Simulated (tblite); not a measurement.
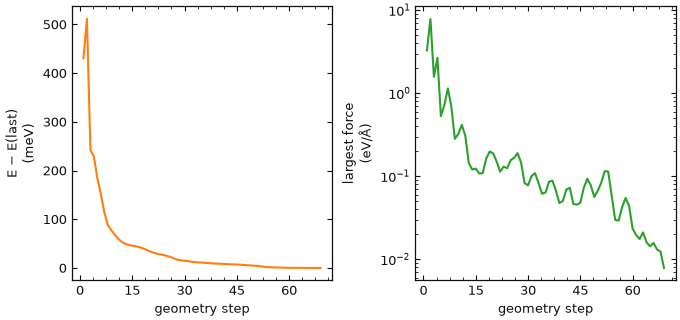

History of a geometry optimisation.

- system: C5H5FSi (SMILES C#CC=C=C[SiH2]F)
- method: tblite 0.8.0, GFN2-xTB geometry optimisation, gas phase

How did it end, and what did it gain?

Answer. The optimisation met its thresholds at geometry 69, counting the start as the first. The energy fell by about 430 meV from the first step to the last, with a rise at step 2. The largest force goes from about 3.3 eV/Å at the start to 8 × 10⁻³ eV/Å at the end, with a peak of 7.9 eV/Å at step 2.
